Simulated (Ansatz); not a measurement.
Geometry relaxation of CH10N2SSi (part 2 of 2)

The same run, continued: CH10N2SSi; RKS B3LYP/6-31G* (Ansatz 0.2.0). The input holds or restrains some coordinates. It belongs to a series of runs on one base structure; here: pulled along the bonds that form and break, towards end A.

Geometry of the input (Å):
```
Si 0.0309  1.1536  -0.5632
N  0.1982  -0.6840  0.4930
C  -0.6933  -1.8062  0.2928
H  0.1033  2.6022  -0.8252
H  -1.3304  0.7488  -0.9147
N  1.4696  0.7041  -1.3921
H  -0.0099  0.0022  1.6197
S  -0.1381  1.7723  1.8789
H  1.1605  -0.9921  0.5610
H  -1.7223  -1.4503  0.2892
H  -0.4960  -2.2929  -0.6666
H  -0.5857  -2.5509  1.0861
H  1.6513  -0.2558  -1.6312
H  1.8239  1.3278  -2.0961
H  -1.4618  1.7211  1.8684
```

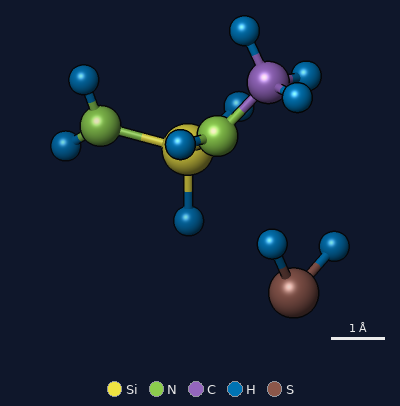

Figure 1. The geometry at step 9 of the log (ball-and-stick view, seen at a tilt).

Trajectory as extended XYZ (Å, eV, eV/Å), 7 of the 18 frames kept, from step=1 to step=18:
```
15
Properties=species:S:1:pos:R:3:forces:R:3 step=1 energy=-22892.72363
Si    0.0309    1.1536   -0.5632    0.2366  -0.3006   1.3738
N     0.1982   -0.6840    0.4930   -0.3670   1.9313   2.2819
C    -0.6933   -1.8062    0.2928   -0.1469  -0.2650  -0.1621
H     0.1033    2.6022   -0.8252   -0.0383   0.3670  -0.3008
H    -1.3304    0.7488   -0.9147   -0.5120  -0.1031  -0.2552
N     1.4696    0.7041   -1.3921   -0.0473  -0.1130  -0.1236
H    -0.0099    0.0022    1.6197    0.4937  -1.3789  -2.3414
S    -0.1381    1.7723    1.8789    0.6980   0.1679  -0.1503
H     1.1605   -0.9921    0.5610    0.3899  -0.0934  -0.0014
H    -1.7223   -1.4503    0.2892   -0.1931   0.0199  -0.0234
H    -0.4960   -2.2929   -0.6666   -0.0654  -0.1243  -0.1367
H    -0.5857   -2.5509    1.0861   -0.0419  -0.1178   0.0723
H     1.6513   -0.2558   -1.6312    0.1607  -0.3348  -0.0173
H     1.8239    1.3278   -2.0961    0.1884   0.3295  -0.2180
H    -1.4618    1.7211    1.8684   -0.7552   0.0154   0.0021
15
Properties=species:S:1:pos:R:3:forces:R:3 step=4 energy=-22892.19553
Si    0.0386    0.9005   -0.8252   -0.7086   0.3939   2.7850
N     0.2501   -0.6849    0.1144   -0.1908   0.7856   1.1268
C    -0.6916   -1.7997    0.2433   -0.1528   0.0959  -0.6763
H     0.0951    2.5180   -0.8045   -0.1259  -1.4784   0.3720
H    -1.3929    0.7301   -0.9608   -0.8960  -0.3406  -0.8087
N     1.5366    0.6830   -1.4701    1.2457   0.1134  -1.5777
H    -0.0748    0.4146    2.0266    0.2217   0.0188  -0.0031
S    -0.1786    1.7197    2.3776   -0.8043   0.0257   0.1047
H     1.1433   -0.9594    0.5343   -0.1255   0.5799  -0.3994
H    -1.7288   -1.4497    0.2837   -0.0265   0.0267  -0.1039
H    -0.5388   -2.3536   -0.6812   -0.6398  -0.8324  -0.1126
H    -0.5685   -2.5149    1.0854    0.3664   0.6852  -0.0997
H     1.6997   -0.2852   -1.6630    0.7098  -0.4028  -0.5309
H     1.8693    1.3547   -2.1378    0.6282   0.1350  -0.3789
H    -1.4586    1.7266    1.8773    0.4983   0.1939   0.3027
15
Properties=species:S:1:pos:R:3:forces:R:3 step=7 energy=-22893.64696
Si    0.0835    0.7908   -0.7738    0.1840  -0.9097  -0.1503
N     0.2160   -0.6639    0.2523   -0.4039   1.0177  -0.3038
C    -0.7223   -1.7827    0.2386    0.0083   0.0133  -0.0802
H     0.1008    2.2100   -0.3223    0.0575  -0.2632   0.1519
H    -1.3008    0.6034   -1.3363    0.1835  -0.0394  -0.1038
N     1.5277    0.6758   -1.7231    0.0503  -0.4251  -0.2208
H    -0.0580    0.5249    2.2189   -0.0246   0.1054  -0.1162
S    -0.2999    1.8209    2.5376   -0.0518   0.0780   0.6051
H     1.1537   -0.9269    0.5129    0.2534  -0.0766   0.0374
H    -1.7514   -1.4119    0.2551   -0.0060   0.0100   0.0102
H    -0.6257   -2.4341   -0.6476    0.0220   0.0209   0.0603
H    -0.5809   -2.4064    1.1276   -0.0405  -0.0274   0.0456
H     1.8427   -0.2482   -2.0405   -0.1540   0.6494   0.0002
H     1.9289    1.4448   -2.2508   -0.0582  -0.1473   0.0622
H    -1.5139    1.8035    1.9513   -0.0201  -0.0061   0.0023
15
Properties=species:S:1:pos:R:3:forces:R:3 step=9 energy=-22893.76600
Si    0.1846    0.7654   -0.7234    0.1321  -0.9460  -0.0995
N     0.2825   -0.6925    0.3073    0.0274   0.8809  -0.4281
C    -0.7114   -1.7634    0.2878   -0.0065  -0.0531  -0.0208
H     0.3443    2.0942   -0.1000    0.0962  -0.0709  -0.0406
H    -1.2163    0.6771   -1.2502    0.0451   0.0166   0.0279
N     1.4947    0.6690   -1.8487    0.0802  -0.4040  -0.1626
H    -0.0474    0.6141    2.1931   -0.0491   0.1415  -0.0902
S    -0.4913    1.8571    2.5222   -0.1597  -0.0198   0.5986
H     1.2287   -1.0258    0.4780   -0.1112   0.0131   0.0162
H    -1.7023   -1.3354    0.1017    0.0386  -0.0236   0.0130
H    -0.5281   -2.5180   -0.4968   -0.0122   0.0283   0.0703
H    -0.7552   -2.2867    1.2538    0.0137   0.0420  -0.0453
H     1.6789   -0.1867   -2.3743   -0.0754   0.3771   0.1126
H     1.9230    1.4811   -2.2742   -0.0435   0.0070   0.0244
H    -1.6844    1.6503    1.9237    0.0243   0.0111   0.0241
15
Properties=species:S:1:pos:R:3:forces:R:3 step=12 energy=-22893.87867
Si    0.3632    0.7711   -0.6500    0.4252  -0.9971  -0.0822
N     0.3937   -0.7190    0.3348   -0.0895   0.9012  -0.4182
C    -0.6571   -1.7342    0.3440    0.0160   0.0240  -0.0217
H     0.8953    1.9725    0.0267   -0.0078  -0.0314   0.0426
H    -1.0824    0.9339   -0.9764   -0.0144   0.0035   0.0594
N     1.4603    0.6083   -1.9916   -0.1357  -0.2506  -0.1942
H    -0.2209    0.6690    2.0862   -0.0732   0.0480  -0.0578
S    -0.8388    1.8261    2.4424   -0.2025   0.0358   0.3403
H     1.3158   -1.1050    0.5124   -0.0094   0.0194  -0.0014
H    -1.6181   -1.2639    0.1106    0.0133  -0.0092   0.0035
H    -0.4956   -2.5377   -0.3922   -0.0016   0.0117   0.0110
H    -0.7516   -2.2018    1.3333    0.0025   0.0057  -0.0033
H     1.3497   -0.1088   -2.7107   -0.0030   0.2745   0.2614
H     1.9062    1.4368   -2.3684   -0.0007  -0.0173   0.0107
H    -2.0195    1.4526    1.8988    0.0807  -0.0182   0.0498
15
Properties=species:S:1:pos:R:3:forces:R:3 step=15 energy=-22893.91037
Si    0.4653    0.7283   -0.6581    0.1690  -0.8092   0.3181
N     0.4166   -0.7227    0.3843    0.1832   0.8400  -0.4207
C    -0.6272   -1.7405    0.3436    0.0612   0.0253   0.0217
H     1.1606    1.8016    0.0884    0.0019   0.0302  -0.0313
H    -0.9761    0.9998   -0.9150    0.0594  -0.0326   0.0192
N     1.4095    0.5967   -2.1084    0.0223   0.0149  -0.1285
H    -0.3012    0.7759    1.9979   -0.0444  -0.0103  -0.0650
S    -0.9912    1.9135    2.2651   -0.1321   0.1043   0.3196
H     1.3113   -1.0695    0.7318   -0.2124   0.0378  -0.1557
H    -1.5757   -1.2673    0.0726   -0.0410  -0.0035  -0.0180
H    -0.4388   -2.5461   -0.3803    0.0269  -0.0499  -0.0491
H    -0.7610   -2.2035    1.3292   -0.0136  -0.0127   0.0226
H     1.0788    0.0729   -2.9120    0.0586   0.0531   0.0397
H     2.0161    1.3634   -2.3913   -0.1406  -0.1833   0.1083
H    -2.1869    1.2976    2.1522    0.0018  -0.0041   0.0191
15
Properties=species:S:1:pos:R:3:forces:R:3 step=18 energy=-22893.92548
Si    0.4538    0.7406   -0.6485    0.0878  -0.9059   0.2158
N     0.4125   -0.7032    0.4066    0.0235   0.8177  -0.4476
C    -0.6012   -1.7503    0.3158   -0.0042  -0.0121  -0.0279
H     1.1609    1.8272    0.0659    0.0164   0.0036   0.0086
H    -0.9844    1.0110   -0.8959    0.0000  -0.0050  -0.0020
N     1.3683    0.5762   -2.1094    0.1088   0.0960  -0.0202
H    -0.3696    0.7907    1.9962   -0.0123   0.0142  -0.0512
S    -1.0023    1.9636    2.2578   -0.2402  -0.0051   0.2987
H     1.3220   -1.0675    0.6777   -0.0285   0.0053  -0.0052
H    -1.5606   -1.3008    0.0373    0.0123  -0.0029  -0.0009
H    -0.3719   -2.5303   -0.4282    0.0007   0.0105   0.0091
H    -0.7424   -2.2460    1.2857    0.0075   0.0007  -0.0082
H     1.0624    0.0502   -2.9175   -0.0084   0.0131   0.0085
H     2.0741    1.2648   -2.3466   -0.0814  -0.1024   0.0103
H    -2.2216    1.3737    2.3031    0.1181   0.0724   0.0121
```

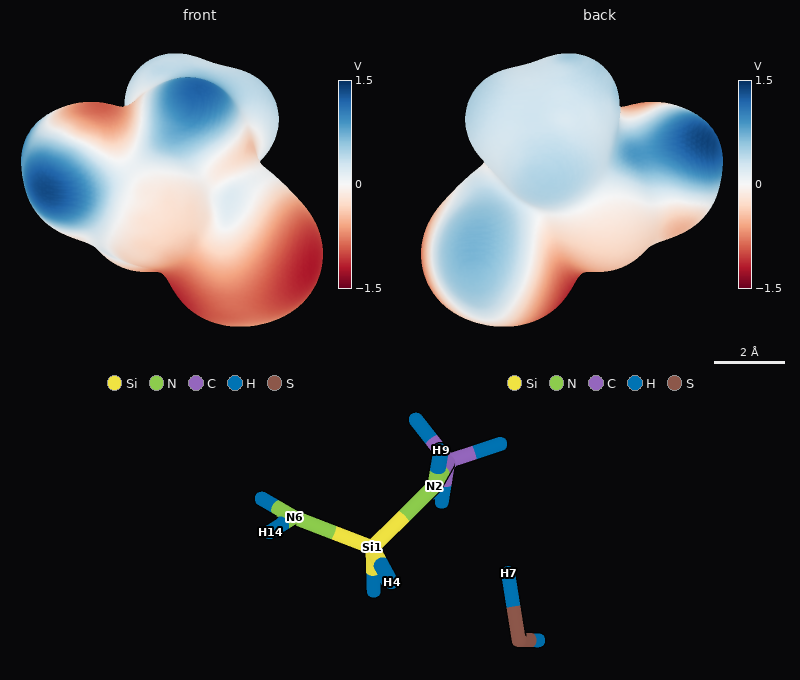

Figure 2. The electrostatic potential painted on the density surface at 0.001 e/bohr³, seen at a tilt and from behind; the colour scale runs from red (negative) to blue (positive). The bare structure is drawn below in the same view.

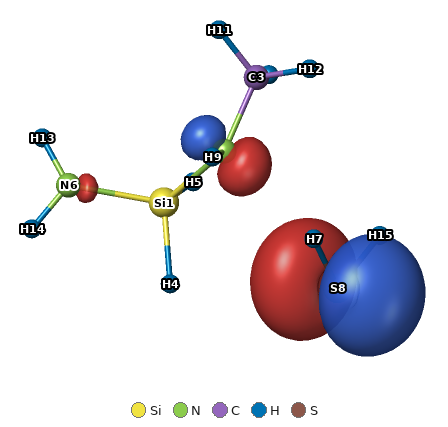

Figure 3. The HOMO−1 at ±0.15 Å⁻³ᐟ² (blue and red are the two phases), seen at a tilt. Its energy is −6.61 eV.

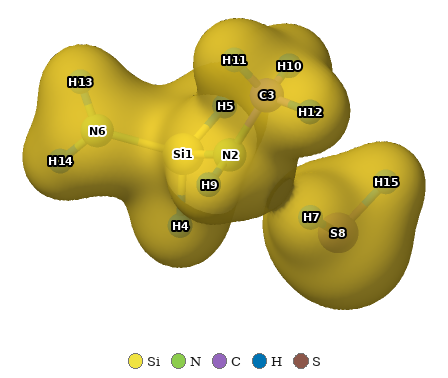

Figure 4. Isosurface of the total electron density at 0.1 e/Å³ (yellow), seen at an oblique angle. At this value the surface is in one piece. It is pinched off along the Si···H (2.77 Å) contacts. On the grid the lowest density along these lines, outside the cores, is 0.08 e/Å³ (Si···H, 2.77 Å), 1.8 e/Å³ (C–N, 1.46 Å), 0.89 e/Å³ (Si–N, 1.73 Å) and 2.2 e/Å³ (N–H, 1.01 Å).

Key numbers:

| quantity | value |
| --- | --- |
| outcome | converged under the restraints of the input |
| total energy | −22893.9258 eV |
| mean-field energy | −22893.9258 eV |
| largest force (length of the vector) at the end, held atoms and coordinates included | 0.935 eV/Å |
| wall time | 71 s (CPU time 2.3 min) |
| peak memory | 0.24 GiB |
